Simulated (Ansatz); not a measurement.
# Fields on a plane of ZrN (rock salt)

```yaml
crystal:
  lattice:
    - [0.00000, 2.29761, 2.29761]
    - [2.29761, 0.00000, 2.29761]
    - [2.29761, 2.29761, 0.00000]
  atoms:
    - { symbol: N, position: [0.00000, 0.00000, 0.00000] }
    - { symbol: Zr, position: [0.50000, 0.50000, 0.50000] }
```

The slice is a {100} plane (indices of the conventional cell) through the point (0.000, 0.000, 0.000) (fractional), spanned by u = [100] and v = [0 1 -1] in vectors of this cell: u (3.25 Å) and v (3.25 Å, at 90° to u). It covers one period; positions are fractions (u, v).

Atoms on it: N at (0.00, 0.00); Zr at (0.50, 0.50).

Computed with PBE (plane waves to 420 eV, PAW, scalar-relativistic; Ansatz, a program for electronic structure). k mesh 17×17×17. Inside the PAW spheres the values are not all-electron values, and peaks at nuclei hang on which shells count as valence. The PAW data are Ansatz's earlier set. ZrN is run without spin polarisation. ZrN was relaxed with its symmetry unable to fall.

```
|xxxxxxxx998888899xxxxxxx|
|xxxxxxxx887666788xxxxxxx|
|xxxxxxx76543334567xxxxxx|
|xxxxxxx53100000135xxxxxx|
|xxxxxx4100xxxxx0014xxxxx|
|xxxxx410xxxxxxxxx014xxxx|
|xxx7510xxxxxxxxxxx0157xx|
|998630xxxxxxxxxxxxx03689|
|998510xxxxxxxxxxxxx01589|
|98740xxxxxxxxxxxxxxx0478|
|98630xxxxxxxxxxxxxxx0368|
|88630xxxxxxxxxxxxxxx0368|
|98630xxxxxxxxxxxxxxx0368|
|98740xxxxxxxxxxxxxxx0478|
|998510xxxxxxxxxxxxx01589|
|998630xxxxxxxxxxxxx03689|
|xxx7510xxxxxxxxxxx0157xx|
|xxxxx410xxxxxxxxx014xxxx|
|xxxxxx4100xxxxx0014xxxxx|
|xxxxxxx53100000135xxxxxx|
|xxxxxxx76543334567xxxxxx|
|xxxxxxxx887666788xxxxxxx|
|xxxxxxxx998888899xxxxxxx|
|xxxxxxxx999989999xxxxxxx|
```
Scale: ten equal steps from 2.00 (start of '0') to 10.49 (end of '9'), in the order '0123456789'. Values: electrostatic potential energy of an electron, from the cell's mean, in eV. The map has 24 points along u (one character each, u = 0 at the left) and 24 along v (v = 0 in the bottom row). Points within 1 Å of a nucleus are blanked (x), as the pseudised field means little there. Values under 2 eV are set to 2. The zero, the cell's mean, hangs on the PAW cores.

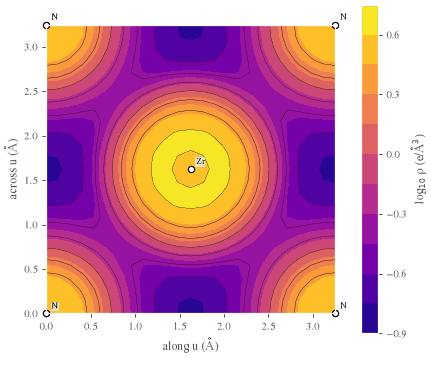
Figure: Log₁₀ of the valence density in e/Å³, one period of the plane, atoms marked. The scale is logarithmic, as a density can span decades between atoms and voids.

The density on the N–Zr line (2.30 Å) at its density minimum, 1.1 Å from N is 0.44 e/Å³. The ELF at that point comes out as 0.2.
